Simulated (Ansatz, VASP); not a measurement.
## Cross-check of GaSb between VASP and Ansatz

One calculation is typed for both programs; each brings its own data sets and cutoff. How far apart do they land?

Calculated with Ansatz 0.2.0; plane waves, with VASP 6.6.1 beside it; zone-centre phonons at r2SCAN.

The database entry behind the starting cell differs from later determinations by our own check (about 0.4 % long), so it need not match the best structure at ambient conditions.

## 1. Set-up

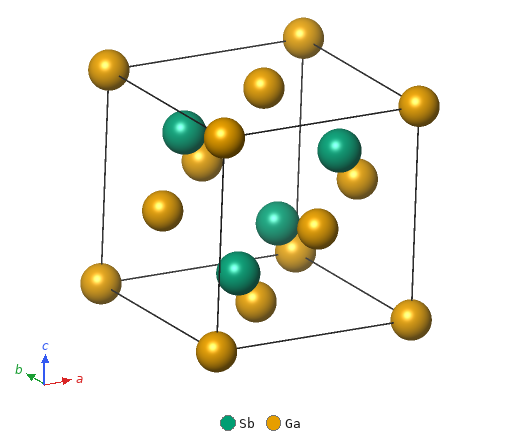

The starting structure, seen slightly off an axis (antimony teal, gallium orange). This picture shows the conventional cell, with its axes. Some periodic images of atoms are drawn too.

## 2. Ansatz: zone-centre phonons, r2SCAN

Ansatz runs on its default PAW (the set named soft_2) files.

Second derivatives magnify differences that forces hide, and they need a tight electronic threshold.

File input.yaml:

```yaml
crystal:
  lattice:
    - [0.0, 3.0666448441, 3.0666448441]
    - [3.0666448441, 0.0, 3.0666448441]
    - [3.0666448441, 3.0666448441, 0.0]
  atoms:
    - { symbol: Sb, position: [0.75, 0.75, 0.75] }
    - { symbol: Ga, position: [0.0, 0.0, 0.0] }
hamiltonian:
  xc: r2scan
  pseudopotentials: { kind: paw }
kpoints:
  mp_grid: { grid: [10, 10, 10] }
scf:
  occupations: { method: methfessel_paxton, width: 0.15 }
phonons:
  method: dfpt
  qpoints: [[0, 0, 0]]
```

Command:

```
$ ansatz run input.yaml --threads 4 --pin off --max-ram 9216MiB --backend cpu --events-out ev --progress --plain --runs-dir out
```

Numbers of over 12 decimals in the logs are rounded to 6 here.

What it wrote:

```text
Engine: ansatz 0.2.0, aarch64-unknown-linux-gnu
Pseudopotentials: kind: paw
Pseudopotential: Sb, paw, valence charge 15, recommended cutoff 500 eV (meta_gga), Sb.paw.azcp
Pseudopotential: Ga, paw, valence charge 13, recommended cutoff 500 eV (meta_gga), Ga.paw.azcp
Functional definition: r2SCAN
  parameter k0 = 0.174
  parameter k1 = 0.065
  parameter a1 = 4.9479
  exchange = r2scan_x(k0 = k0, k1 = k1, a1 = a1)
  correlation = r2scan_c
Crystal: 2 atoms, lattice volume = 57.679 Å³
Basis set: ecut = 500 eV, 1459 PW (Γ), exchange–correlation on 160×160×160 points (125 copies of the dense FFT grid, shifted against one another)
Bands: 18, of which v1, the nominal top of the filled ones, is band 14 counted from 1 (13 counted from 0)
Symmetry: 24 space group operations
k-points: 171 of 1000 (irreducible under 4 space group operations, time reversal used)
Non-local potential: Sb, projectors of the file, l = 0: 2, l = 1: 2, l = 2: 2, l = 3: 2
Non-local potential: Ga, projectors of the file, l = 0: 2, l = 1: 2, l = 2: 3, l = 3: 1
PAW form: soft (Blöchl's): semilocal exchange-correlation on the pseudo side does not see the compensation charge
PAW frozen core: Sb, regenerated for the run's functional (the file was generated under x = pbe(κ = 0.804, μ = 0.219515), c = pbe(β = 0.066725))
PAW frozen core: Ga, regenerated for the run's functional (the file was generated under x = pbe(κ = 0.804, μ = 0.219515), c = pbe(β = 0.066725))
PAW one-centre angular grid: Sb, 590 points (default); XC on 160 Gauss nodes
PAW one-centre angular grid: Ga, 590 points (default); XC on 160 Gauss nodes
Initial density: superposition of atomic densities (neutral atoms: chi_scale 0, normalization atom), corrected by the library's trained network
Initial wavefunctions: pseudopotential atomic-orbital guess
Functional: x = r2scan, c = r2scan; τ floored in thin density (d = 2e-4 eV/Å³)
SCF iter   1: F=—  HF=-10289.857396 eV  |F-HF|=—  |Δ(HF+E_count)|=         —  Δρ=7.61e-3  dr2=1.47e-2  dr2_τ=3.13e-3  ethr=1.77e-3  ⟨swp⟩=5.2  Hψ=15101  notcnv=0
preconditioner: auto → none  [insulator: Δε(μ)=0.335 eV  Ē_g=15.354 eV  σ=0.150 eV  W_gap=0.82  n_scr=14 (ndim 8)  ℏωp=20.7 eV  f_vac=0.096  D(μ)=0.01/eV (n_scr^D=0)  ε∞_Penn≈2.8]
SCF iter   2: F=—  HF=-10289.865103 eV  |F-HF|=—  |Δ(HF+E_count)|=   7.71e-3  S|Δr|=    0.00e0  Δρ=1.99e-3  dr2=1.97e-3  dr2_τ=3.80e-5  ethr=5.24e-5  ⟨swp⟩=2.0  Hψ=6665  notcnv=0
SCF iter   3: F=—  HF=-10289.864440 eV  |F-HF|=—  |Δ(HF+E_count)|=   6.62e-4  S|Δr|=    0.00e0  Δρ=1.60e-3  dr2=4.92e-4  dr2_τ=6.95e-6  ethr=7.03e-6  ⟨swp⟩=2.0  Hψ=4617  notcnv=0
SCF iter   4: F=—  HF=-10289.864659 eV  |F-HF|=—  |Δ(HF+E_count)|=   2.18e-4  S|Δr|=    0.00e0  Δρ=2.66e-4  dr2=1.45e-5  dr2_τ=5.51e-7  ethr=1.76e-6  ⟨swp⟩=2.7  Hψ=3765  notcnv=0
SCF iter   5: F=—  HF=-10289.864659 eV  |F-HF|=—  |Δ(HF+E_count)|=   2.29e-8  S|Δr|=    0.00e0  Δρ=2.58e-5  dr2=5.21e-7  dr2_τ=4.83e-9  ethr=5.16e-8  ⟨swp⟩=2.8  Hψ=5290  notcnv=0
SCF iter   6: F=—  HF=-10289.864656 eV  |F-HF|=—  |Δ(HF+E_count)|=   2.59e-6  S|Δr|=    0.00e0  Δρ=6.32e-6  dr2=1.30e-8  dr2_τ=4.10e-10  ethr=1.86e-9  ⟨swp⟩=2.4  Hψ=4167  notcnv=0
SCF iter   7: F=—  HF=-10289.864656 eV  |F-HF|=—  |Δ(HF+E_count)|=   8.89e-9  S|Δr|=    0.00e0  Δρ=1.82e-6  dr2=1.07e-9  dr2_τ=3.37e-11  ethr=4.66e-11  ⟨swp⟩=2.0  Hψ=5472  notcnv=0
SCF iter   8: F=—  HF=-10289.864656 eV  |F-HF|=—  |Δ(HF+E_count)|=   1.84e-9  S|Δr|=    0.00e0  Δρ=1.54e-7  dr2=2.35e-11  dr2_τ=1.12e-13  ethr=3.83e-12  ⟨swp⟩=2.0  Hψ=4618  notcnv=0
SCF iter   9: F=-10289.864656 eV  HF=-10289.864656 eV  |F-HF|=3.64e-12  |Δ(HF+E_count)|=  1.46e-11  S|Δr|=    0.00e0  Δρ=2.06e-8  dr2=1.60e-13  dr2_τ=4.65e-15  ethr=1.00e-12  ⟨swp⟩=6.3  Hψ=14338  notcnv=0
SCF 1 converged in 9 iterations: F = -10289.864656 eV  dr2 = 1.60e-13
  greatest PAW one-centre occupation: 0.993 electrons in one spin orbital (limit 2), on the Ga atom at site 1 (counted from 0), in its partial waves of l = 2
DFPT response loops at Γ: preconditioner auto → Kerker (q_TF=auto, 2.419 Å⁻¹) (partly filled bands, converged f_vac=0.089); β = 1.00, the filter's whole step (`scf.mixing.beta` (0.50) is not read by the response loops under this deck's `scf.mixing.preconditioner`; to damp them name `kerker` or `kerker_dos`, under which they read `scf.mixing.beta`, and type it under 1.00, their step now; both keys bind the ground state too); Broyden in place of MSR1
SCF converged after 9 iterations
Stability not checked: this state was not tested for a lower state beside it, because cold or Methfessel-Paxton smearing, or corrected tetrahedra, fill the levels in a way that the test cannot read (fill_not_monotonic; see scf.lower_state_search)
Free energy (F): -10289.864656 eV
Harris-Foulkes:  -10289.864656 eV  (|F-HF|=3.64e-12)
Internal energy: -10289.864968 eV  (E = F + TS)
E sigma→0 (E₀):  -10289.864734 eV
Entropy (-TS):   0.000312 eV (0.156 meV/atom)
Fermi energy:    7.472697 eV
Step filling:    the computed levels leave a gap of 0.4088 eV = 2.7 smearing widths at the electron count; against every level under it full and every level over it empty, smearing changes F+E_penalty+E_count by +0.058 meV and its σ→0 estimate by -0.020 meV
--- Per-component energies (eV) ---
  E_band       = -281.938525
  E_kinetic    = 321.353953
  E_local      = -3926.916353  (includes V_loc(G=0)·N_el)
  E_nonlocal   = 790.217797
  E_hartree    = 1809.048842
  E_xc         = -189.222818
  E_vxc        = -161.620159  (∫ρ·V_xc dr)
  E_paw        = -6606.497277  (= ΣΔE_a)
  E_vpaw       = -933.135140  (= ΣTr[D̂ρ^β])
  E_aug_tail   = -0.000037  (compensation charges beyond the density's cutoff)
  E_vtau       = 10.063720  (kinetic-family band-sum trace: ∫τ·v_τ [+ j·A + Jᵃ·Aᵃ] dr)
  E_ewald      = -2487.702043
  E_core_change = -0.147033  (= ΣΔE_core)
  E_smearing   = 0.000312  (= −TS)
  E_closure    = -0.000000  (closes the sum)
  Σ components = -10289.864656   (vs F -10289.864656, Δ=0.00e0)
--- Band table (eV; the first three rows and the last of 171) ---
  k-point 0: bands = [... 10 lower, -4.4502, 7.4215, 7.4215, 7.4215, 7.8304, 10.4170, 10.4170, 10.4170]
  k-point 1: bands = [... 10 lower, -4.3425, 5.9042, 7.2452, 7.2452, 8.6712, 10.6615, 10.6615, 10.8653]
  k-point 2: bands = [... 10 lower, -4.0292, 4.1593, 6.8796, 6.8796, 8.6426, 11.1373, 11.1373, 12.2339]
  k-point 170: bands = [... 10 lower, -1.9611, 0.6869, 3.8263, 4.6095, 10.9581, 11.6687, 12.6829, 13.1940]
--- Phonons (Γ-DFPT): 2 representative perturbations + reference, on 171 of 1000 k-points (Σ response iterations 15) ---
  k mesh reduced under 4 symmetry operations, with k and −k counted as one. Each operation leaves every solved perturbation unchanged. A smaller set is not considered because the functional reads the kinetic-energy density
  ASR residual: 5.508e-5 → 0.000e0 eV/Å²; symmetrization residual: 6.207e-5 eV/Å²
  ASR residual per site (eV/Å²): 2.84e-5 5.51e-5
  Γ frequencies (cm⁻¹): 0.00 0.00 0.00 221.62 221.62 221.62
  non-analytic LO–TO correction: not included (Born effective charges unavailable; polar crystals: no LO–TO splitting at Γ)
--- Phonons (arbitrary-q DFPT): 1 explicit q-point ---
  q = [0, 0, 0] (of the zone-centre solve; hermiticity 1.55e-5, symmetrization 6.09e-13): -0.00 0.00 0.00 221.62 221.62 221.62
  sum rule: each row above includes the acoustic sum rule's correction from the zone centre's row sums; it moved no ω² by more than (0.46 cm⁻¹)²
```

The job ended after 60 s (4 threads of Arm Neoverse V1, shared host; peak memory 1.7 GiB; 3.9 min of CPU time).

The column dr2 measures how far the density is from self-consistency, as an energy; F and HF (Harris–Foulkes) agree once it is small.

## 3. VASP: zone-centre phonons, r2SCAN

The same cell, functional, mesh and smearing now go to VASP, with its own data sets and cutoff.

Lines of VASP's logs that name or quote its potential files are left out, and so is its time.

File INCAR:

```
SYSTEM = GaSb
PREC = Accurate
ENCUT = 450
EDIFF = 1E-08
NELM = 100
ISMEAR = 1
SIGMA = 0.15
LREAL = .FALSE.
ALGO = Normal
METAGGA = R2SCAN
LASPH = .TRUE.
NBANDS = 15
LORBIT = 11
LWAVE = .FALSE.
LCHARG = .FALSE.
KPAR = 2
IBRION = 6
NFREE = 2
POTIM = 0.015
NSW = 1
ISIF = 2
```

File POSCAR:

```
GaSb
1.0
    0.0000000000      3.0666448441      3.0666448441
    3.0666448441      0.0000000000      3.0666448441
    3.0666448441      3.0666448441      0.0000000000
Sb Ga
1 1
Direct
    0.7500000000      0.7500000000      0.7500000000
    0.0000000000      0.0000000000      0.0000000000
```

File KPOINTS:

```
Automatic mesh
0
Gamma
10 10 10
0 0 0
```

Potentials, in the order of the species: Sb and Ga_d (PBE family, release 64).

Command:

```
$ mpirun -np 2 vasp_std
```

What it wrote:

```text
[banner, memory and clock lines left out]
running    2 mpi-ranks, on    1 nodes
 distrk:  each k-point on    1 cores,    2 groups
 distr:  one band on    1 cores,    1 groups

 POSCAR found type information on POSCAR SbGa
 POSCAR found :  2 types and       2 ions
|                                                                             |
|               ----> ADVICE to this user running VASP <----                  |
|                                                                             |
|     You enforced a specific xc type in the INCAR file but a different       |
|     [... a line on the potential file left out ...]
|     I HOPE YOU KNOW WHAT YOU ARE DOING!                                     |
|                                                                             |

 LDA part: xc-table for (None), standard interpolation
 POSCAR, INCAR and KPOINTS ok, starting setup
 FFT: planning ... GRIDC
 FFT: planning ... GRID_SOFT
 FFT: planning ... GRID
 WAVECAR not read
 entering main loop
       N       E                     dE             d eps       ncg     rms          rms(c)
DAV:   1     0.467810893908E+02    0.46781E+02   -0.83738E+03  1418   0.138E+03
DAV:   2    -0.333715968647E+02   -0.80153E+02   -0.77587E+02  1564   0.296E+02
DAV:   3    -0.393343229425E+02   -0.59627E+01   -0.59346E+01  1711   0.672E+01
DAV:   4    -0.394364982730E+02   -0.10218E+00   -0.10216E+00  1714   0.996E+00
DAV:   5    -0.394388277375E+02   -0.23295E-02   -0.23294E-02  1828   0.133E+00    0.289E+00
DAV:   6    -0.376035962383E+02    0.18352E+01   -0.33574E-01  1578   0.896E+00    0.200E+00
DAV:   7    -0.376039541658E+02   -0.35793E-03   -0.75233E-02  1683   0.318E+00    0.540E-01
DAV:   8    -0.376048929232E+02   -0.93876E-03   -0.61804E-03  1740   0.987E-01    0.174E-01
DAV:   9    -0.376046858898E+02    0.20703E-03   -0.56668E-03  1781   0.124E+00    0.626E-02
DAV:  10    -0.376044894829E+02    0.19641E-03   -0.50989E-04  1830   0.380E-01    0.266E-02
DAV:  11    -0.376044692762E+02    0.20207E-04   -0.11758E-04  1886   0.181E-01    0.672E-03
DAV:  12    -0.376044698656E+02   -0.58943E-06   -0.16786E-05  1711   0.629E-02    0.679E-03
DAV:  13    -0.376044662793E+02    0.35863E-05   -0.79763E-06  1865   0.528E-02    0.818E-04
DAV:  14    -0.376044665135E+02   -0.23421E-06   -0.49407E-07  2171   0.695E-03    0.424E-04
DAV:  15    -0.376044668669E+02   -0.35344E-06   -0.31233E-08  1850   0.275E-03    0.251E-04
DAV:  16    -0.376044668955E+02   -0.28579E-07   -0.13891E-08   978   0.221E-03    0.352E-05
DAV:  17    -0.376044668862E+02    0.92705E-08   -0.66252E-10   957   0.293E-04
   1 F= -.37604467E+02 E0= -.37604569E+02  d E =0.306887E-03
[...]
2 F= -.37603549E+02 E0= -.37603640E+02  d E =0.270889E-03
[...]
3 F= -.37603548E+02 E0= -.37603639E+02  d E =0.270919E-03
[...]
4 F= -.37603485E+02 E0= -.37603575E+02  d E =0.270872E-03
 Finite differences progress:
  Degree of freedom:   2/  2
  Displacement:        1/  2
  Total:               3/  4
 bond charge predicted
       N       E                     dE             d eps       ncg     rms          rms(c)
DAV:   1    -0.375950324231E+02    0.84524E-02   -0.21177E+00  5214   0.981E+00    0.766E-02
DAV:   2    -0.376033577750E+02   -0.83254E-02   -0.39160E-02  6968   0.163E+00    0.466E-02
DAV:   3    -0.376034327719E+02   -0.74997E-04   -0.59019E-04  6551   0.194E-01    0.344E-02
DAV:   4    -0.376034832511E+02   -0.50479E-04   -0.10497E-04  6265   0.976E-02    0.623E-03
DAV:   5    -0.376034874880E+02   -0.42369E-05   -0.11186E-05  6257   0.287E-02    0.361E-03
DAV:   6    -0.376034878648E+02   -0.37674E-06   -0.13210E-06  6229   0.896E-03    0.581E-04
DAV:   7    -0.376034878610E+02    0.37185E-08   -0.12207E-07  6495   0.314E-03    0.273E-04
DAV:   8    -0.376034878525E+02    0.85915E-08   -0.24902E-08  6417   0.109E-03
   5 F= -.37603488E+02 E0= -.37603578E+02  d E =0.270828E-03
 Finite differences progress:
  Degree of freedom:   2/  2
  Displacement:        2/  2
  Total:               4/  4
```

[end of part 1 of 2]

[Lines on the potential files, build, host, timing and source positions are cut from VASP's logs without a mark.]

[Logs are printed without paths, hosts, clocks, repeated set-up lines and the standing remarks that a program may print on its own settings, such as how far it seeks lower states.]

[Hosts, paths, dates, database ids (printed as entryN), source tags and the programs' standing remarks are cut or masked in the printed files.]
